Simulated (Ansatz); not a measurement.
**CH3NSi: interaction energy of a dimer with the counterpoise correction, by script**

Aim: the interaction energy of a dimer with the counterpoise correction, for CH3NSi, run from a script.

Program: Ansatz 0.2.0 through its Python package. Level of theory: r2SCAN/cc-pVDZ. These are calculated values, not measurements.

### 1 The structure

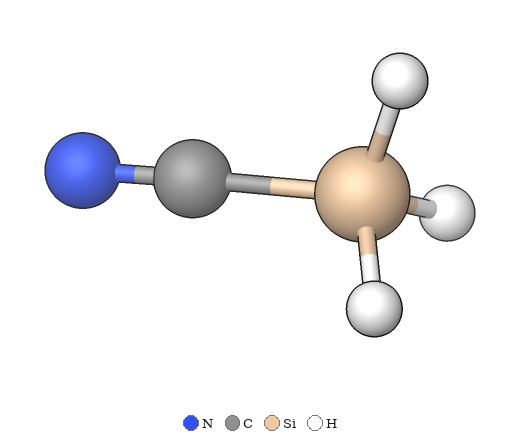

The starting structure, viewed from a chosen angle; nitrogen blue, carbon grey, silicon light orange, hydrogen white.

No structure file is read: the coordinates are typed or built in the script.

### 2 Script

The input, dimer_ch3nsi.py:

```python
'''Interaction energy of two CH3NSi molecules, with the counterpoise correction.'''

import logging
import sys

import ansatz as az

logging.basicConfig(stream=sys.stdout, format='%(levelname)s %(message)s')
log = logging.getLogger('ansatz_job')
log.setLevel(logging.INFO)

BASIS_SET = 'cc-pVDZ'
FUNCTIONAL = 'r2SCAN'

FIRST = [
    ('N', (1.1562, -1.9773, 1.1091)),
    ('C', (0.5805, -1.0317, 0.5865)),
    ('Si', (-0.2928, 0.4296, -0.2486)),
    ('H', (-1.3771, 0.01, -1.022)),
    ('H', (0.6583, 1.1265, -1.19)),
    ('H', (-0.725, 1.4431, 0.765)),
]
SECOND = [
    ('N', (1.5075, 2.2789, -2.7559)),
    ('C', (0.8913, 2.5714, -3.7724)),
    ('Si', (-0.0864, 3.037, -5.329)),
    ('H', (0.2194, 4.3281, -5.7642)),
    ('H', (-1.565, 3.027, -5.029)),
    ('H', (0.1443, 2.0403, -6.4221)),
]

def energy(atoms, ghosts=()):
    molecule = az.Crystal.molecule()
    for symbol, xyz in atoms:
        molecule = molecule.atom(symbol, xyz)
    calc = (
        molecule.calculation()
        .basis(gaussian=BASIS_SET)
        .functional(FUNCTIONAL)
    )
    deck = calc.input()
    if ghosts:
        deck = deck.set(az.key.basis.gaussian.ghost_atoms, [{'symbol': s, 'position_ang': list(xyz)} for s, xyz in ghosts])
    return az.Session.from_dict(deck).plan().execute().report['free_energy_ev']


def main() -> None:
    # ghost atoms carry the functions of the partner
    both = energy(FIRST + SECOND)
    alone = energy(FIRST) + energy(SECOND)
    ghosted = energy(FIRST, SECOND) + energy(SECOND, FIRST)
    log.info(f'dimer {both:.6f} eV')
    log.info(f'interaction, uncorrected   {23.060548 * (both - alone):8.3f} kcal/mol')
    log.info(f'interaction, counterpoise  {23.060548 * (both - ghosted):8.3f} kcal/mol')
    log.info(f'basis-set superposition    {23.060548 * (alone - ghosted):8.3f} kcal/mol')


if __name__ == '__main__':
    main()
```

### 3 The calls as engine input

The engine receives this input (first run):

```yaml
crystal:
  periodic: [false, false, false]
  atoms:
    - { symbol: "N", position_ang: [1.1562, -1.9773, 1.1091] }
    - { symbol: C, position_ang: [0.5805, -1.0317, 0.5865] }
    - { symbol: Si, position_ang: [-0.2928, 0.4296, -0.2486] }
    - { symbol: H, position_ang: [-1.3771, 0.01, -1.022] }
    - { symbol: H, position_ang: [0.6583, 1.1265, -1.19] }
    - { symbol: H, position_ang: [-0.725, 1.4431, 0.765] }
    - { symbol: "N", position_ang: [1.5075, 2.2789, -2.7559] }
    - { symbol: C, position_ang: [0.8913, 2.5714, -3.7724] }
    - { symbol: Si, position_ang: [-0.0864, 3.037, -5.329] }
    - { symbol: H, position_ang: [0.2194, 4.3281, -5.7642] }
    - { symbol: H, position_ang: [-1.565, 3.027, -5.029] }
    - { symbol: H, position_ang: [0.1443, 2.0403, -6.4221] }
basis:
  gaussian:
    orbitals: cc-pVDZ
hamiltonian:
  xc: r2scan
```

### 4 Running it

On the command line:

```sh
> python dimer_ch3nsi.py
```

Standard output:

```text
INFO dimer -20900.355016 eV
INFO interaction, uncorrected      1.006 kcal/mol
INFO interaction, counterpoise     1.748 kcal/mol
INFO basis-set superposition       0.743 kcal/mol
```

Run time: 23 s. Hardware: 1 thread of Arm Neoverse V1, shared host; peak memory 0.25 GiB.

### 5 Inputs of later runs

The engine's inputs for some of the other runs:

Run 3, against run 1:

```diff
@@ -4,6 +3,0 @@
-    - { symbol: "N", position_ang: [1.1562, -1.9773, 1.1091] }
-    - { symbol: C, position_ang: [0.5805, -1.0317, 0.5865] }
-    - { symbol: Si, position_ang: [-0.2928, 0.4296, -0.2486] }
-    - { symbol: H, position_ang: [-1.3771, 0.01, -1.022] }
-    - { symbol: H, position_ang: [0.6583, 1.1265, -1.19] }
-    - { symbol: H, position_ang: [-0.725, 1.4431, 0.765] }
```

Run 4, against run 1:

```diff
@@ -10,6 +9,0 @@
-    - { symbol: "N", position_ang: [1.5075, 2.2789, -2.7559] }
-    - { symbol: C, position_ang: [0.8913, 2.5714, -3.7724] }
-    - { symbol: Si, position_ang: [-0.0864, 3.037, -5.329] }
-    - { symbol: H, position_ang: [0.2194, 4.3281, -5.7642] }
-    - { symbol: H, position_ang: [-1.565, 3.027, -5.029] }
-    - { symbol: H, position_ang: [0.1443, 2.0403, -6.4221] }
@@ -18,0 +13,7 @@
+    ghost_atoms:
+      - { symbol: "N", position_ang: [1.5075, 2.2789, -2.7559] }
+      - { symbol: C, position_ang: [0.8913, 2.5714, -3.7724] }
+      - { symbol: Si, position_ang: [-0.0864, 3.037, -5.329] }
+      - { symbol: H, position_ang: [0.2194, 4.3281, -5.7642] }
+      - { symbol: H, position_ang: [-1.565, 3.027, -5.029] }
+      - { symbol: H, position_ang: [0.1443, 2.0403, -6.4221] }
```

Run 5, against run 1:

```diff
@@ -4,6 +3,0 @@
-    - { symbol: "N", position_ang: [1.1562, -1.9773, 1.1091] }
-    - { symbol: C, position_ang: [0.5805, -1.0317, 0.5865] }
-    - { symbol: Si, position_ang: [-0.2928, 0.4296, -0.2486] }
-    - { symbol: H, position_ang: [-1.3771, 0.01, -1.022] }
-    - { symbol: H, position_ang: [0.6583, 1.1265, -1.19] }
-    - { symbol: H, position_ang: [-0.725, 1.4431, 0.765] }
@@ -18,0 +13,7 @@
+    ghost_atoms:
+      - { symbol: "N", position_ang: [1.1562, -1.9773, 1.1091] }
+      - { symbol: C, position_ang: [0.5805, -1.0317, 0.5865] }
+      - { symbol: Si, position_ang: [-0.2928, 0.4296, -0.2486] }
+      - { symbol: H, position_ang: [-1.3771, 0.01, -1.022] }
+      - { symbol: H, position_ang: [0.6583, 1.1265, -1.19] }
+      - { symbol: H, position_ang: [-0.725, 1.4431, 0.765] }
```

### 6 What each run gave

One row for each of the 5 runs:

| run | system | ghost atoms | energy (eV) | SCF cycles | CPU time (s) |
| --- | --- | --- | --- | --- | --- |
| 1 | C2H6N2Si2 | not set | -20900.3550 | 18 | 7.4 |
| 2 | CH3NSi | not set | -10450.1991 | 16 | 2.2 |
| 3 | CH3NSi | not set | -10450.1995 | 16 | 2.2 |
| 4 | CH3NSi | a list of 6 | -10450.2005 | 16 | 5.3 |
| 5 | CH3NSi | a list of 6 | -10450.2303 | 16 | 5.3 |

Totals carry meaning only in balanced differences at one level of theory.

### 7 Summary of results

| quantity | value |
| --- | --- |
| interaction energy, uncorrected | 1.006 kcal/mol |
| interaction energy, counterpoise | 1.748 kcal/mol |
| runs compared | 5 |

In words: The pair is unbound at this geometry and level. Uncorrected it is 1.006 kcal/mol, with the counterpoise correction 1.748 kcal/mol; the difference, 0.74 kcal/mol, is the superposition error. The pose is repulsive. Notes:
- The dimer is a generated trial pose of unrelaxed monomers, not a minimum, so the figure is no binding energy, and the basis set is small.
- This level lacks the dispersion part of the attraction (electrostatics and induction are there), which can decide the sign where the interaction is weak.
